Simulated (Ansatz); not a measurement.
# SrTiO3 (cubic perovskite type): optics runs under varied settings

Aim: run 1 optics input for SrTiO3 (cubic perovskite type) as typed, and read from each log whether it ends well.

Computed with Ansatz 0.2.0 (plane waves, PAW; settings as the input shows, unless a step's input says otherwise).

## 1. The structure to begin with

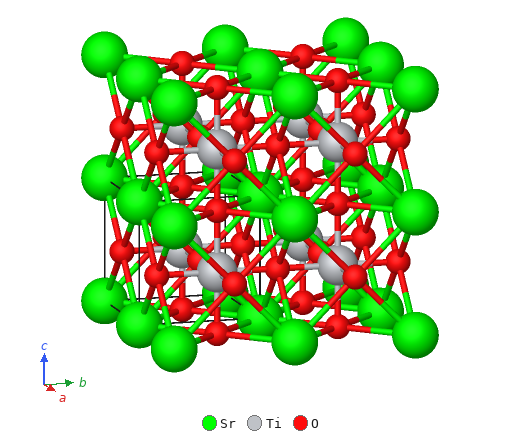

Start, viewed slightly off an axis; strontium green, titanium light grey, oxygen red. 2×2×2 cells are drawn. Atoms on the faces are drawn again on the opposite ones.

As a file:

```cif
data_structure
_symmetry_space_group_name_H-M 'Pm-3m'
_symmetry_Int_Tables_number 221
_cell_length_a 3.9069
_cell_length_b 3.9069
_cell_length_c 3.9069
_cell_angle_alpha 90.000
_cell_angle_beta 90.000
_cell_angle_gamma 90.000
_cell_volume 59.63
loop_
_atom_site_label
_atom_site_type_symbol
_atom_site_symmetry_multiplicity
_atom_site_Wyckoff_symbol
_atom_site_fract_x
_atom_site_fract_y
_atom_site_fract_z
_atom_site_occupancy
Sr1 Sr 1 a 0.00000 0.00000 0.00000 1
Ti1 Ti 1 b 0.50000 0.50000 0.50000 1
O1 O 3 c 0.50000 0.50000 0.00000 1
```

The cell was relaxed beforehand with r2SCAN; those runs aren't shown. No spin polarisation is used; should the compound be magnetic, its bands and low-energy spectrum would differ.

For scale, an earlier run with the standard settings (PBE, 6×6×6, gaussian width 0.1 eV, scissors 0 eV) gave ε∞ 6.35; tallest peak of ε₂: 10.0 at 4.35 eV.

## 2. Try 1

Contents of input.yaml:

```yaml
crystal:
  lattice:
    - [3.9068515052, 0.0, 0.0]
    - [0.0, 3.9068515052, 0.0]
    - [0.0, 0.0, 3.9068515052]
  atoms:
    - { symbol: Sr, position: [0.0, 0.0, 0.0] }
    - { symbol: Ti, position: [0.5, 0.5, 0.5] }
    - { symbol: O, position: [0.5, 0.5, 0.0] }
    - { symbol: O, position: [0.5, 0.0, 0.5] }
    - { symbol: O, position: [0.0, 0.5, 0.5] }
kpoints:
  mp_grid: { grid: [4, 4, 4] }
hamiltonian:
  xc: r2scan
scf:
  occupations: { method: fixed }
output:
  optics:
    e_range: [0, 20]
    de: 0.2
    sigma: -0.1
    scissors: 0.3
    scheme: gaussian
    bands: { spectra_wanted_up_to: 20 }
```

On the command line:

```bash
> ansatz run input.yaml --threads 4 --pin off --max-ram 5529MiB --backend cpu --events-out ev --progress --plain --runs-dir out
```

The program printed:

```text
Error: invalid value for `output.optics.sigma`: must be finite and > 0; got -0.1 eV
```

Wall time 0.1 s (4 threads of Arm Neoverse V2, shared host); peak memory 0.089 GiB.

**Diagnosis.** The program refused the input. The broadening is negative. Cure: type a small positive width, such as 0.1 eV.

## 3. How the runs ended

```tsv
try	settings	ended	fault	time
1	r2SCAN, 4×4×4, gaussian width -0.1 eV, scissors 0.3 eV	refused	the broadening is negative	0.1 s
```

1 refused. No run passed without a fault or warning, so no result is quoted.
